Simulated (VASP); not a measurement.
Band structure of Cd4SSe3 (ordered alloy cell). All values below come from PBEsol GGA, VASP's PBE PAW potentials (set 64) (plane waves; VASP).

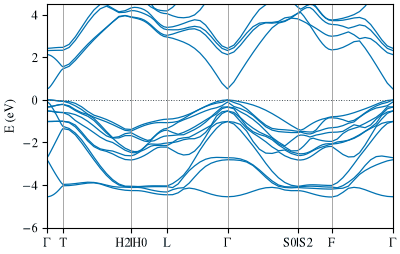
*Bands along high-symmetry lines, zero at the valence-band maximum or, without a gap, the Fermi level*

**Question.** Read the plot: is there a gap, and where are the band edges?

**Answer.** The gap is direct, 0.52 eV, from the valence maximum at Γ to the conduction minimum at Γ. (Edges off the drawn lines would not show.)

The structure was generated: Cd4SSe3 was put into an ordered model structure (R3m), which need not be its known phase. It was relaxed first.
